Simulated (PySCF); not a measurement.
# C2H6FPSi2: what the fields show

```yaml
atoms:
  - { symbol: C, position_ang: [2.8665, 0.9990, 0.3536] }
  - { symbol: C, position_ang: [2.0576, 0.1145, 0.4534] }
  - { symbol: Si, position_ang: [0.7597, -1.1977, 0.5942] }
  - { symbol: F, position_ang: [1.2112, -2.3750, -0.4202] }
  - { symbol: Si, position_ang: [-1.3162, -0.4872, -0.1442] }
  - { symbol: P, position_ang: [-2.1400, 1.0036, 1.3124] }
  - { symbol: H, position_ang: [3.5871, 1.7613, 0.2673] }
  - { symbol: H, position_ang: [0.8993, -1.8272, 1.9044] }
  - { symbol: H, position_ang: [-1.2876, 0.0656, -1.5097] }
  - { symbol: H, position_ang: [-2.3196, -1.5632, -0.1720] }
  - { symbol: H, position_ang: [-3.0837, 1.5075, 0.4415] }
  - { symbol: H, position_ang: [-1.2330, 1.9983, 0.9996] }
```

Geometry: GFN2-xTB.

Computed with B3LYP/def2-SVPD, SCF density, gas phase in PySCF 2.14.0.

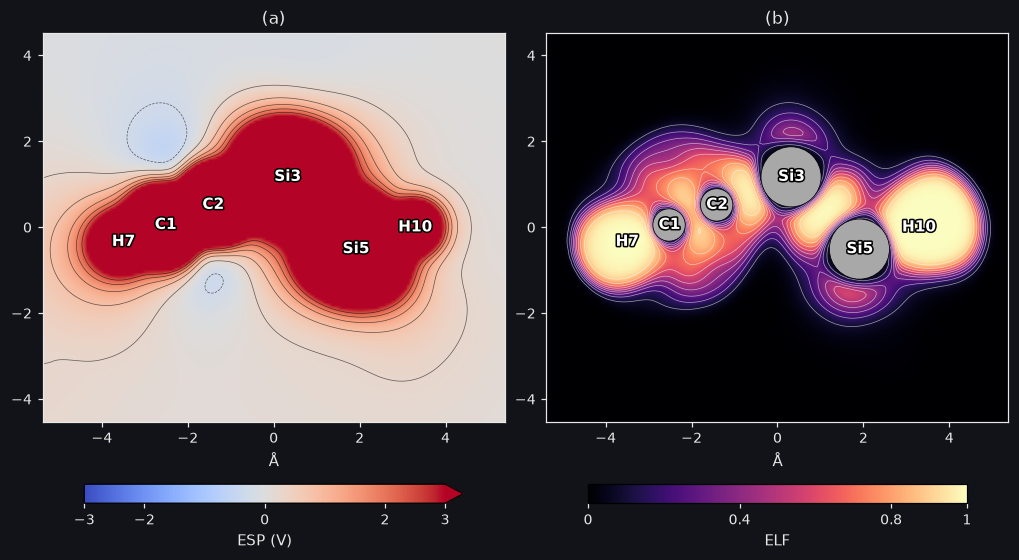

Figure 1. (a) electrostatic potential; (b) ELF on the plane of atoms C2, Si3 and Si5. Grey discs cover the atomic cores in the ELF map.

Read the bonding off the picture.

- The section cuts through C, Si and H sites.
- C–C (1.20 Å): the ELF peaks at about 0.85 between the atoms; a short, multiple covalent bond.
- C–Si (1.85 Å): the ELF peaks at about 0.95 between the atoms, as expected for a covalent bond.
- Si–Si (2.32 Å): the ELF peaks at about 1 between the atoms; localised, covalent bonding.
- C–H (1.05 Å): the ELF climbs to about 1 towards the hydrogen, as it does in any bond to H; a covalent bond by its length.
- Outside the dense part of the molecule the potential is most negative (−0.5 V) near C2.

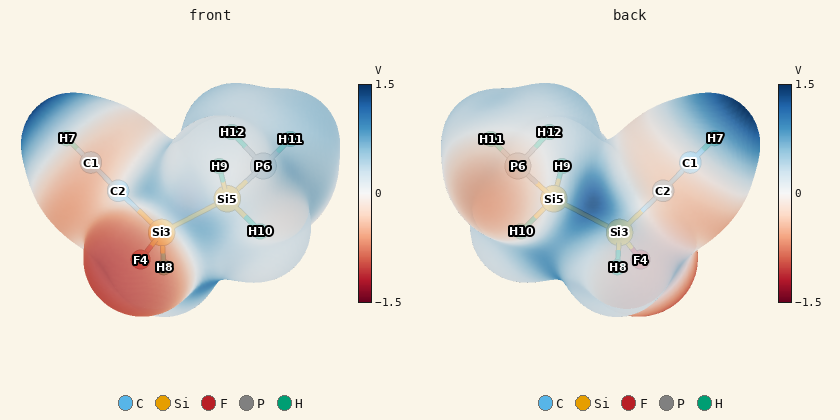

Figure 2. The electrostatic potential painted on the density surface at 0.001 e/bohr³, seen from the front and from behind; red is negative and blue positive.

Where is the surface potential most negative and most positive?

The most negative region (about −1.0 V) lies over F4, the most positive (about +1.4 V) over H7.
